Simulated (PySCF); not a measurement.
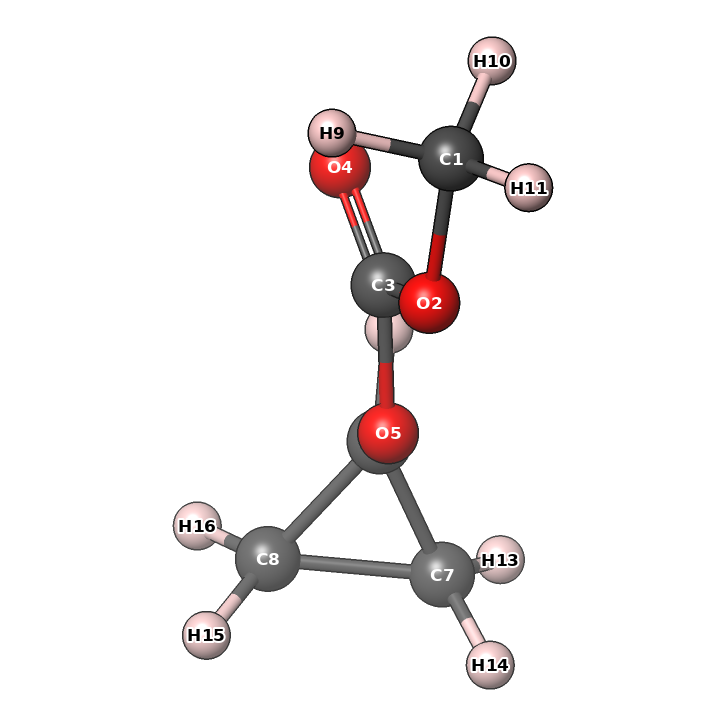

C3 lies behind O2. The molecule seen a little off the O2–C3 bond, O2 in front. Atoms fade into the background with distance from the viewer. Geometry: a frame of a GFN2-xTB molecular-dynamics simulation, not a minimum.

What is the torsion angle C1–O2–C3–O5? The sign is positive where the front bond must turn clockwise to cover the back bond.

Answer. 173°, antiperiplanar (anti).
